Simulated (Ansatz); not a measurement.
**CH$_{3}$AlI (SMILES [CH2][AlH][I]) (doublet): density, localisation and related maps**

The calculation's input:

```
crystal:
  periodic: [false, false, false]
  atoms:
    - {symbol: C, position_ang: [-0.441080, 0.827773, -0.664376]}
    - {symbol: Al, position_ang: [-0.229548, -0.718002, 0.457368]}
    - {symbol: I, position_ang: [1.736799, -0.786505, 1.974450]}
    - {symbol: H, position_ang: [-1.226664, -1.942678, 0.472849]}
    - {symbol: H, position_ang: [0.253477, 1.679105, -0.676848]}
    - {symbol: H, position_ang: [-1.274454, 0.961026, -1.369483]}
basis:
  gaussian:
    orbitals: def2-TZVPD
magnetization:
  spin_polarized: true
  initial_magnetization: 1
hamiltonian:
  xc: pbe0
output: {forces: true, orbitals: {seedname: orbitals}}
```

Command:

```sh
ansatz run input.yaml --threads 1 --pin off --max-ram 2610MiB --events-out events.jsonl --progress --plain --runs-dir runs
```

Geometry: r2SCAN-D4/def2-SVP; core potentials replace the inner electrons of I.

All numbers below come from isolated molecule in a Gaussian basis; Kohn-Sham density functional theory, functional PBE0 in Ansatz.

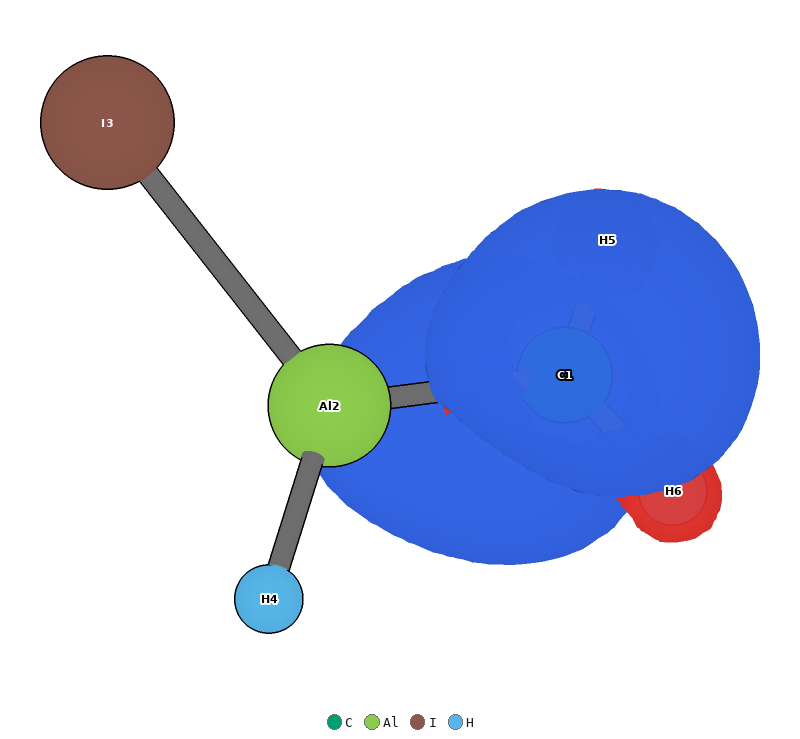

Figure 1. Isosurfaces of the spin density (α minus β) at +0.02 (blue) and −0.02 e/Å³ (red), seen at a tilt.

### Where is the unpaired spin?

The unpaired spin (1 electron) lies mostly on C1 (about 0.7) and Al2 (about 0.2), in electrons by Hirshfeld's partition.

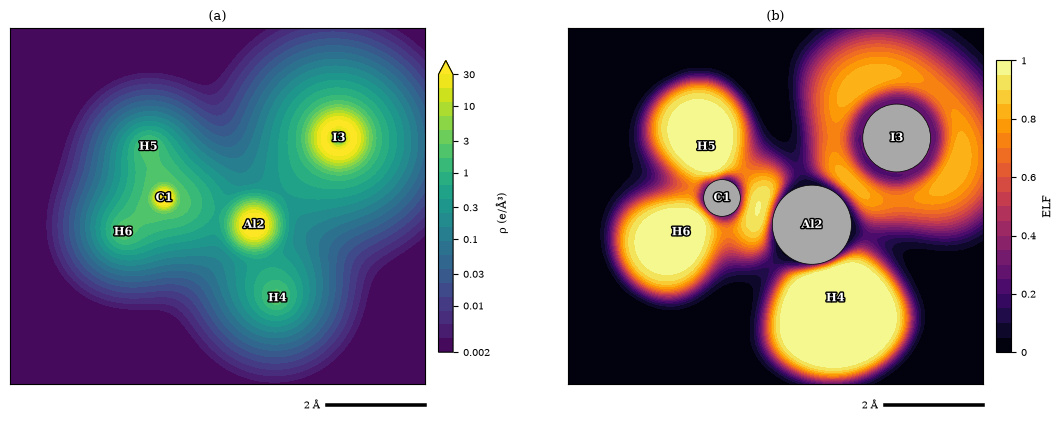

Figure 2. (a) electron density; (b) ELF on the molecular plane. Grey discs cover the atomic cores in the ELF map.

### Read the bonding off the picture.

- The plane passes through C, Al, I and H nuclei.
- C–Al (1.92 Å): ρ is about 0.75 e/Å³ halfway; the ELF peaks at about 0.95 between the atoms, as expected for a shared but strongly polarised pair.
- Al–I (2.48 Å): ρ is about 0.56 e/Å³ halfway; the ELF peaks at about 0.85 in the valence shell of I, 1.3 Å from its nucleus, and is about 0.80 at the midpoint.
- C–H (1.10 Å): the density is about 2 e/Å³ at the midpoint; the ELF climbs to about 1 towards the hydrogen, as it does in any bond to H: a covalent bond by its length.
- Al–H (1.58 Å): ρ at the midpoint is about 0.56 e/Å³; the ELF climbs to about 1 towards the hydrogen.
- The ELF also peaks beside I3, away from the bonds: non-bonding electrons, paired or unpaired.

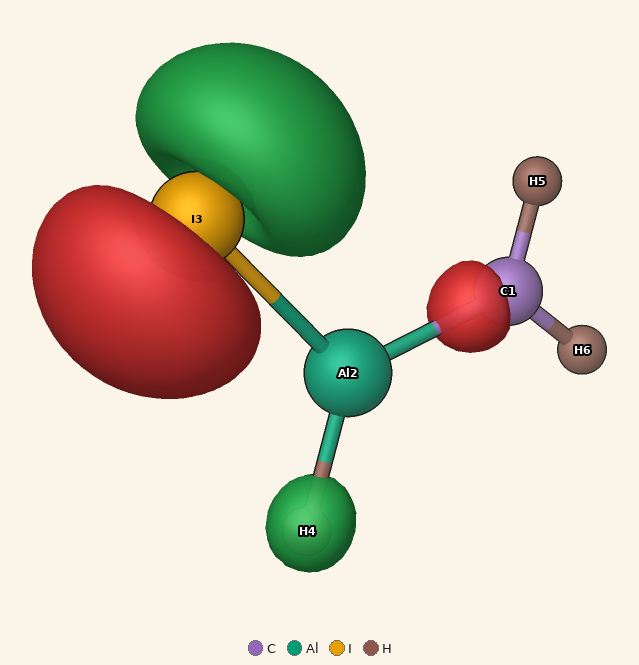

Figure 3. One frontier orbital at ±0.15 Å⁻³ᐟ² (green and red are the two phases), seen at a tilt.

### Which orbital is it: HOMO (β) or LUMO (β)?

The HOMO (β), at −7.58 eV. Its weight (Hirshfeld) is mainly on I3 (about 85 %); it is symmetric in the molecular plane (an in-plane orbital: σ, lone-pair or in-plane π type); largely a lone pair of I3.
